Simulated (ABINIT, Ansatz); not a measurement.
# A GW chain in ABINIT: K2LiAlF6 (Fm-3m), part 3 of 3

Aim: the G0W0 gap of K2LiAlF6 (Fm-3m) on LDA, step by step.

ABINIT 10.8.3; LDA and many-body steps on it, plane waves. Known limits of the many-body steps: not at the basis limit; coarse k mesh.

So far. Step 4 (Empty states on the mesh, 2×2×2 mesh, 100 bands): On this mesh the gap is 7.553 eV. Step 5 (Screening, 2×2×2 mesh, 92 bands, screening to 98 eV): Local fields lower ε∞ by 6 %. On a Γ-centred mesh this coarse the value itself is usually too large, while a short band sum pulls it down.

## (6) Self-energy, 2×2×2 mesh, 92 bands, screening to 98 eV

The self-energy is evaluated for the states that the input lists, and the levels follow from it, in one-shot runs by the linearised quasiparticle equation.

This step: G0W0 on LDA, plane waves, norm-conserving pseudopotentials.

Contents of run.abi:

```
acell 3*1.0 Angstrom
rprim 
  0.000000000000 3.921000000000 3.921000000000
  3.921000000000 0.000000000000 3.921000000000
  3.921000000000 3.921000000000 -0.000000000000
ntypat 4
znucl 19 3 13 9
natom 10
typat 1 1 2 3 4 4 4 4 4 4
xred 
  0.250000000000 0.250000000000 0.250000000000
  0.750000000000 0.750000000000 0.750000000000
  0.500000000000 0.500000000000 0.500000000000
  0.000000000000 -0.000000000000 0.000000000000
  0.768900000000 0.231100000000 0.231100000000
  0.231100000000 0.768900000000 0.231100000000
  0.231100000000 0.768900000000 0.768900000000
  0.768900000000 0.231100000000 0.768900000000
  0.231100000000 0.231100000000 0.768900000000
  0.768900000000 0.768900000000 0.231100000000
pp_dirpath "pseudos"
pseudos "K.upf, Li.upf, Al.upf, F.upf"
ecut 36
ngkpt 2 2 2
nshiftk 1
shiftk 0 0 0
kptopt 1
chksymbreak 0
istwfk *1
occopt 1
irdwfk 1
optdriver 4
nband 92
gwcalctyp 0
ecutsigx 36
symsigma 1
nkptgw 1
kptgw 
  0.0000000000 0.0000000000 0.0000000000
bdgw 
  31 36
ecuteps 3.6
irdscr 1
ppmodel 1
indata_prefix "in"
outdata_prefix "out"
tmpdata_prefix "tmp"
```

The run is started by

```bash
> OMP_NUM_THREADS=1 mpirun -n 4 abinit run.abi > log
```

Numbers of over 12 decimals in the logs are rounded to 6 here.

The log of the run:

```text
.Version 10.8.3 of ABINIT. v10.8.2 released Aug 2026.

 Symmetries : space group Fm -3 m (#225); Bravais cF (face-center cubic)
[... echo of the input left out ...]
== DATASET  1 ==================================================================
-   mpi_nproc: 4, omp_nthreads: 1 (-1 if OMP is not activated)

--- !DatasetInfo
iteration_state: {dtset: 1, }
dimensions: {natom: 10, nkpt: 3, mband: 92, nsppol: 1, nspinor: 1, nspden: 1, mpw: 8393, }
cutoff_energies: {ecut:  36.0, pawecutdg:  -1.0, }
electrons: {nelect:   6.60000000E+01, charge:   0.00000000E+00, occopt:   1.00000000E+00, tsmear:   1.00000000E-02, }

 SIGMA: Calculation of the GW corrections

 Based on a program developped by R.W. Godby, V. Olevano, G. Onida, and L. Reining.
 Incorporated in ABINIT by V. Olevano, G.-M. Rignanese, and M. Torrent.
.Using double precision arithmetic ; gwpc =  8

[... cell and pseudopotentials left out ...]
--------------------------------------------------------------------------------

 ==== K-mesh for the wavefunctions ====
 Number of points in the irreducible wedge :     3
[... list of points left out ...]
 Together with 48 symmetry operations and time-reversal symmetry
 yields     8 points in the full Brillouin Zone.

 ==== Q-mesh for screening function ====
 Number of points in the irreducible wedge :     3
[... list of points left out ...]
 Together with 48 symmetry operations and time-reversal symmetry
 yields     8 points in the full Brillouin Zone.

 vcoul_init : cutoff-mode = AUXILIARY_FUNCTION
 q-points for optical limit:   1
     1)      0.000010    0.000020    0.000030
 setmesh: FFT mesh size selected  =    60x   60x   60
          total number of points  =       216000

 Number of electrons calculated from density =   66.0000; Expected =   66.0000
 average of density, n =  0.081120
 r_s =    1.4331
 omega_plasma =   27.4738 [eV]

 === KS Band Gaps ===
  >>>> For spin  1
   Minimum direct gap =   7.5533 [eV], located at k-point      :   0.0000  0.0000  0.0000
   Fundamental gap    =   7.5533 [eV], Top of valence bands at :   0.0000  0.0000  0.0000
                                       Bottom of conduction at :   0.0000  0.0000  0.0000
 SIGMA fundamental parameters:
 PLASMON POLE MODEL  1
 number of plane-waves for SigmaX                 8393
 number of plane-waves for SigmaC and W            283
 number of plane-waves for wavefunctions          8393
 number of bands                                    92
 number of independent spin polarizations            1
 number of spinorial components                      1
 number of k-points in IBZ                           3
 number of q-points in IBZ                           3
 number of symmetry operations                      48
 number of k-points in BZ                            8
 number of q-points in BZ                            8
 number of frequencies for dSigma/dE                 9
 frequency step for dSigma/dE [eV]                0.25
 number of omega for Sigma on real axis              0
 max omega for Sigma on real axis  [eV]           0.00
 zcut for avoiding poles [eV]                     0.10

 EPSILON^-1 parameters (SCR file):
 dimension of the eps^-1 matrix on file            283
 dimension of the eps^-1 matrix used               283
 number of plane-waves for wavefunctions          8393
 number of bands                                    92
 number of q-points in IBZ                           3
 number of frequencies                               2
 number of real frequencies                          1
 number of imag frequencies                          1

 matrix elements of self-energy operator (all in [eV])

 Perturbative Calculation

--- !SelfEnergy_ee
iteration_state: {dtset: 1, }
kpoint     : [   0.000,    0.000,    0.000, ]
spin       : 1
KS_gap     :    7.553
QP_gap     :   12.085
Delta_QP_KS:    4.532
data: !SigmaeeData |
     Band     E0 <VxcDFT>   SigX SigC(E0)      Z dSigC/dE  Sig(E)    E-E0       E
       31   0.311 -22.825 -30.265   5.038   0.827  -0.209 -24.811  -1.987  -1.676
       32   0.311 -22.825 -30.265   5.038   0.827  -0.209 -24.811  -1.987  -1.676
       33   0.311 -22.825 -30.265   5.038   0.827  -0.209 -24.811  -1.987  -1.676
       34   7.864 -11.404  -6.118  -2.456   0.899  -0.112  -8.859   2.545  10.409
       35  10.340 -10.711  -4.753  -2.330   0.903  -0.107  -7.435   3.276  13.616
       36  10.340 -10.711  -4.753  -2.330   0.903  -0.107  -7.435   3.276  13.616

== END DATASET(S) ==============================================================
================================================================================

 -outvars: echo values of variables after computation  --------
           etotal      0.0000000000E+00
            nband          92
             nkpt           3
          spgroup         225
 [... the other variables as echoed above ...]

 Calculation completed.
```

The job ended after 6.7 s (4 MPI ranks of Arm Neoverse V1, shared host; peak memory 1 GiB).

Numbers from this step:

```
G0W0 gap on the points computed              : 12.09 eV
starting gap on the mesh                     : 7.553 eV
k of the valence top                         : 0, 0, 0
k of the conduction bottom                   : 0, 0, 0
Z at the valence top                         : 0.827
Z at the conduction bottom                   : 0.899
least direct G0W0 gap on the computed points : 12.09 eV
```

The gap on the mesh goes from 7.55 eV to 12.09 eV, a correction of +4.53 eV.

Limits: finite bands, cutoff and mesh; coarse k mesh. v1 is the top filled band, c1 the lowest empty one. The levels before and after the correction (eV, zero at the valence-band top of each column):

```csv
,conduction bottom,valence top
Kohn-Sham,7.55,0.00
G0W0,12.09,0.00
```

```csv
,level,energy (eV)
Kohn-Sham,Γ v3-v1,0.000
Kohn-Sham,Γ c1,7.553
Kohn-Sham,Γ c2-c3,10.029
G0W0,Γ v3-v1,0.000
G0W0,Γ c1,12.085
G0W0,Γ c2-c3,15.292
```

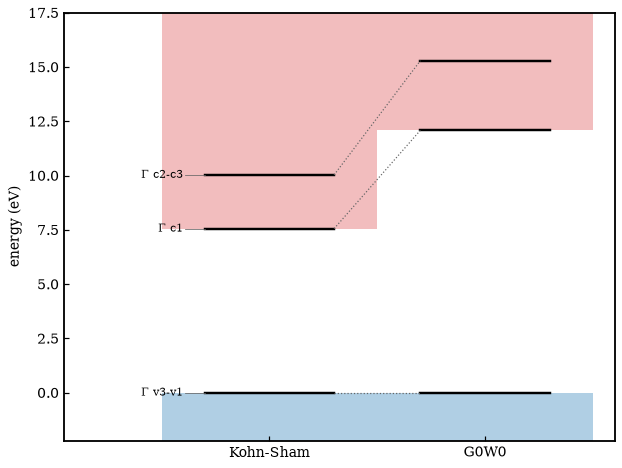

Levels before and after the correction. Shaded: valence and conduction bands.

## (7) Where the time went

Times are wall times on 4 MPI ranks of Arm Neoverse V1, shared host, good to a factor of about two.

```csv
step,time,share,memory (GiB)
ground state,47 s,22 %,0.49
bands along the symmetry lines,1.7 min,46 %,0.48
empty states on the mesh,37 s,17 %,0.39
screening,25 s,11 %,1.4
self-energy,6.7 s,3 %,1.0
```

## (8) Results

```json
{"LDA gap": "7.55 eV, direct", "G0W0 gap on the mesh": "12.09 eV", "GW settings": "2×2×2 mesh, 92 bands, screening to 98 eV, Godby-Needs plasmon pole", "known limits": "not at the basis limit; coarse k mesh"}
```

**Reading.** G0W0 moves the gap on the mesh from 7.55 eV to 12.09 eV (+4.53 eV), with Z of 0.83 and 0.90 at the edges. Local fields lower the RPA ε∞ on this mesh from 2.17 to 2.04; a Γ-centred mesh this coarse tends to raise both, most where the direct gap is narrow, while a short band sum lowers them. Only 1 of the mesh's irreducible points was corrected, so a valley elsewhere could overtake. The dearest step here is «bands along the symmetry lines». Bands and cutoff are finite, so the gap is not at the basis limit. The miss can reach some tenths of an eV and take either sign; the mesh is an error of its own. In the G0W0 run levels were corrected at 1 k point alone, so a gap called «on the mesh» is the least over those, and an edge elsewhere would be missed. The 2×2×2 mesh is coarse for this cell, which bears on the long-range parts of exchange and screening.

[Paths, hosts, dates, memory and timing lines, banners, echoed tables and standing remarks are left out of the program output.]

[Logs are printed without paths, hosts, clocks, repeated set-up lines and the standing remarks that a program may print on its own settings, such as how far it seeks lower states.]

[Runs of the session that timed out or met a known fault of the program may be left out.]

[Hosts, paths, dates, database ids (printed as entryN), source tags and the programs' standing remarks are cut or masked in the printed files.]

[G0W0 gaps are taken among the corrected bands and points alone; a level outside them can change the order at an edge.]

[Where Ansatz stands beside ABINIT at settings called matched, ABINIT's density can come from a denser mesh and the files from another edition; pairs whose starting gaps differed by over 0.03 eV were left out, so agreement reads better than it is.]
